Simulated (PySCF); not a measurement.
# C4BN2O4 (charge −1): what the fields show

Input

```
{"job": {"kind": "uv", "xc": "PBE0", "basis": "def2-SVPD", "nstates": 8, "ntriplets": 3}, "charge": -1, "multiplicity": 1}
N      2.626499    -1.430729     1.041069
C      1.720624    -0.771030     0.793288
B      0.486726     0.142681     0.465059
C      0.524536     1.428141     1.365825
N      0.560799     2.362077     2.031887
O     -0.809084    -0.610103     0.656829
C     -1.461536    -0.670571    -0.472747
O     -2.532015    -1.208485    -0.636666
C     -0.633054     0.058578    -1.553832
O     -0.939305     0.193908    -2.715822
O      0.461236     0.508205    -1.000854
```

Launched as:

```sh
OMP_NUM_THREADS=1 python probes_run.py task.json out
```

Geometry: GFN2-xTB.

All numbers below come from PySCF 2.14.0, PBE0/def2-SVPD, SCF density, gas phase.

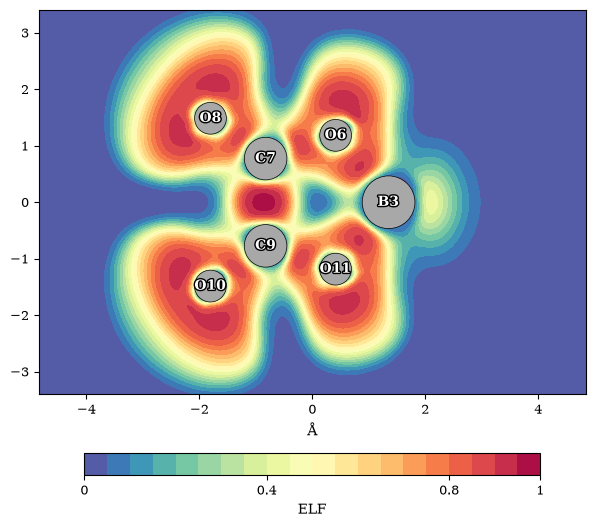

Figure 1. Electron localisation function on the plane of atoms B3, O11 and C9. Grey discs cover the atomic cores.

Question: What does the map show?

Answer: The plane passes through B, O and C nuclei. C–O (1.21 Å): the ELF peaks at about 0.90 between the atoms: a short, multiple covalent bond. B–O (1.51 Å): the ELF peaks at about 0.90 between the atoms, as expected for a polar covalent bond. C–C (1.54 Å): the ELF peaks at about 0.95 between the atoms; localised, covalent bonding. C–O (1.31 Å): the ELF peaks at about 0.90 between the atoms: a polar covalent bond. The ELF also peaks beside O10, O11, O8 and O6, away from the bonds: lone-pair regions.

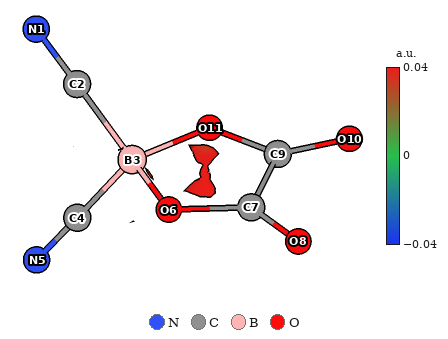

Figure 2. Non-covalent interaction (NCI) plot: the surface where the reduced density gradient is 0.5, for densities under 0.05 a.u., coloured by sign(λ₂)ρ; seen at a tilt.

Question: What holds or crowds the atoms apart from the covalent bonds?

Answer: Inside the ring or cage of B3, O6, C7, C9 and O11: steric crowding (red) (×2).
